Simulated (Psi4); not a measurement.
# SiH2Br− (SMILES [SiH2-]Br): MP3/def2-TZVPP

Aim: the vertical singlet–triplet gap of SiH2Br− at MP3/def2-TZVPP, from 2 runs. 

Program for the calculation: Psi4 1.11.

1 further run of the same task is left out (set aside as unsound or not needed).

## Step 1: The structure to begin with

SiH2Br−: 4 atoms, total charge -1, spin state singlet. As SMILES, `[SiH2-]Br`. The coordinates come from a GFN2-xTB relaxation.

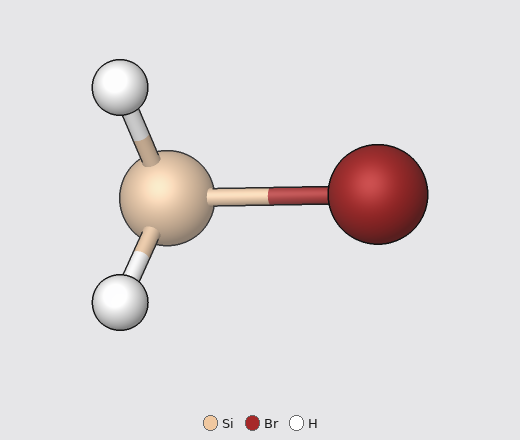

Viewed from a chosen angle; silicon light orange, bromine red, hydrogen white.

## Step 2: A single-point energy at MP3/def2-TZVPP

Input file job.inp:

```
memory 1600 MB

molecule m {
  -1 1
  Si    -0.191960    -0.343010    -0.619410
  Br     1.687710    -0.271360     0.911070
  H     -1.209900    -0.529990     0.461390
  H     -0.285850     1.144360    -0.753060
  units angstrom
  symmetry c1
}

set globals {
  puream true
  e_convergence 1e-09
  d_convergence 1e-08
  scf_type pk
  num_frozen_docc 14
  mp_type conv
}

result, w = energy("mp3/def2-TZVPP", return_wfn=True)
```

On the command line:

```sh
psi4 -n 1 job.inp job.out
```

job.out, shortened:

```text
[...]
  Running in c1 symmetry.
[...]
  Nuclear repulsion =  129.644243422419237
[...]
  Multiplicity = 1
[...]
  Nalpha       = 26
  Nbeta        = 26
[...]
    Number of basis functions: 118
[...]
   @RHF iter   1: -2862.30664273834100   -2.07644e+00   1.04855e-02 DIIS/ADIIS
[...]
   @RHF iter  11: -2862.55872831045554   -3.72893e-11   6.80508e-09 DIIS
[...]
    Orbital Energies [Eh]
    ---------------------
    Doubly Occupied:
       1A   -489.792157     2A    -68.565558     3A    -64.935168
       4A    -58.289855     5A    -58.289392     6A    -58.289336
       7A     -9.608653     8A     -7.218361     9A     -7.215775
      10A     -7.215519    11A     -5.912698    12A     -4.016906
      13A     -4.016208    14A     -4.015590    15A     -2.959724
      16A     -2.958542    17A     -2.958278    18A     -2.955012
      19A     -2.955005    20A     -0.780585    21A     -0.472072
      22A     -0.279059    23A     -0.251947    24A     -0.218031
      25A     -0.201694    26A     -0.091411
[...]
  @RHF Final Energy: -2862.55872831045554
   => Energetics <=
    Nuclear Repulsion Energy =            129.6442434224192368
    One-Electron Energy =               -4255.4808709900698886
    Two-Electron Energy =                1263.2778992571952585
    Total Energy =                      -2862.5587283104555354
[...]
 Multipole Moments:
 ------------------------------------------------------------------------------------
     Multipole            Electronic (a.u.)      Nuclear  (a.u.)        Total (a.u.)
 ------------------------------------------------------------------------------------
 L = 1.  Multiply by 2.5417464519 to convert [e a0] to [Debye]
 Dipole X            :          9.0545862           -8.0548257            0.9997606
 Dipole Y            :         -0.9042005            1.0329072            0.1287067
 Dipole Z            :          5.6486303           -4.7099316            0.9386987
 Magnitude           :                                                    1.3774040
[...]
	SCS-MP2 Total Energy (a.u.)        : -2862.95798149192979
	SOS-MP2 Total Energy (a.u.)        : -2862.95262129090452
[...]
	SOS-PI-MP2 Total Energy (a.u.)     : -2862.98292075093877
[...]
	MP2 Total Energy (a.u.)            : -2862.96870189398032
[...]
	SCS-MP3 Total Energy (a.u.)        : -2862.96352590619654
[...]
	MP3 Total Energy (a.u.)            : -2862.99087955104733
[...]
```

Run time: 14 s. Hardware: 1 thread of AMD EPYC 9R45 (Zen 5), shared host; peak memory 1.4 GiB.

## Step 3: The triplet at the same level

Input file input.inp:

```
memory 1.6 GB

molecule {
  -1 3
  Si
  Br 1 2.425008
  H 1 1.496426 2 94.30886
  H 1 1.496311 3 98.39704 2 -95.03691
  units angstrom
  symmetry c1
}

set globals {
  reference uhf
  puream true
  e_convergence 1e-09
  d_convergence 1e-08
  scf_type pk
  num_frozen_docc 14
  maxiter 200
  mp_type conv
}

energy("mp3/def2-TZVPP")
```

On the command line:

```sh
psi4 -i input.inp -o input.out -n 1
```

input.out, shortened:

```text
[...]
  Running in c1 symmetry.
[...]
  Nuclear repulsion =  129.644228792507619
[...]
  Multiplicity = 3
[...]
  Nalpha       = 27
  Nbeta        = 25
[...]
    Number of basis functions: 118
[...]
   @UHF iter   1: -2862.17674315165596   -1.94655e+00   1.07395e-02 ADIIS/DIIS
[...]
   @UHF iter  15: -2862.46955307933376   -5.45697e-12   3.88520e-09 DIIS
[...]
   @S^2 Observed:                2.009923855E+00
[...]
  @UHF Final Energy: -2862.46955307933376
   => Energetics <=
    Nuclear Repulsion Energy =            129.6442287925076187
    One-Electron Energy =               -4255.4724145262225647
    Two-Electron Energy =                1263.3586326543813811
    Total Energy =                      -2862.4695530793337639
  UHF NO Occupations:
  HONO-2 :   25  A 1.9972703
  HONO-1 :   26  A 1.0000000
[...]
 Multipole Moments:
 ------------------------------------------------------------------------------------
     Multipole            Electronic (a.u.)      Nuclear  (a.u.)        Total (a.u.)
 ------------------------------------------------------------------------------------
 L = 1.  Multiply by 2.5417464519 to convert [e a0] to [Debye]
 Dipole X            :         -1.6983161            1.4714497           -0.2268664
 Dipole Y            :         -1.4565846            1.2618780           -0.1947066
 Dipole Z            :         10.4473927           -9.1854828            1.2619099
 Magnitude           :                                                    1.2968406
[...]
	SCS-MP2 Total Energy (a.u.)        : -2862.84761960921378
	SOS-MP2 Total Energy (a.u.)        : -2862.83915365359417
[...]
	SOS-PI-MP2 Total Energy (a.u.)     : -2862.86758446699878
[...]
	MP2 Total Energy (a.u.)            : -2862.86455152045255
[...]
	SCS-MP3 Total Energy (a.u.)        : -2862.85237681206854
[...]
	MP3 Total Energy (a.u.)            : -2862.88358033187251
[...]
```

Wall time 31 s (1 thread of AMD EPYC 9R45 (Zen 5), shared host); peak memory 1.4 GiB.

## Step 4: Results

Level: MP3/def2-TZVPP, 14 core orbitals frozen.

```
                                                           quantity           value
                                              singlet: total energy  -2862.99088 Eh
                       singlet: HOMO energy (Hartree–Fock orbitals)        -2.49 eV
                       singlet: LUMO energy (Hartree–Fock orbitals)         7.51 eV
     singlet: HOMO–LUMO gap (to an unbound level, set by the basis)        10.00 eV
              singlet: correlation energy (14 core orbitals frozen)      -432.2 mEh
                                              triplet: total energy  -2862.88358 Eh
triplet: HOMO energy (Hartree–Fock orbitals) (highest over α and β)         0.29 eV
 triplet: LUMO energy (Hartree–Fock orbitals) (lowest over α and β)         5.69 eV
              triplet: correlation energy (14 core orbitals frozen)      -414.0 mEh
                         triplet: ⟨S²⟩ of the reference determinant           2.010
                   vertical energy of the triplet above the singlet        2.920 eV
```

In words: At this shape the triplet lies 2.92 eV (282 kJ/mol) above the singlet. The HOMO (triplet) lies at positive energy, 0.29 eV: the electron is unbound at this level or held by a compact basis; values depend on the basis.
